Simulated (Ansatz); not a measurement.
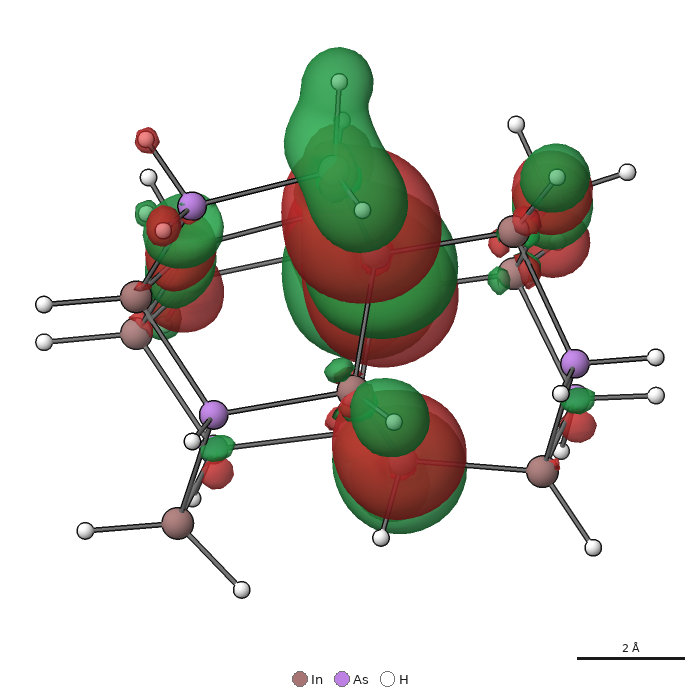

The picture shows: As$_{11}$H$_{28}$In$_{11}$ (In11As11 wurtzite off sphere). The HOMO at ±0.05 Å⁻³ᐟ² (green and red are the two phases), seen from one side.

Geometry: PBE-D4/def2-SVP; core potentials replace the inner electrons of In.

Level of theory: Ansatz 0.2.0, RKS PBE0-D4/def2-TZVP.

As$_{11}$H$_{28}$In$_{11}$ (In11As11 wurtzite off sphere), 50 atoms.

Question: Describe this orbital and give its energy.

Answer: Its weight (Hirshfeld) is mainly on As10 (about 20 %), As5 (about 20 %), As19 (about 10 %), In11 (about 10 %) and In1 (about 10 %). Its energy is −6.50 eV.
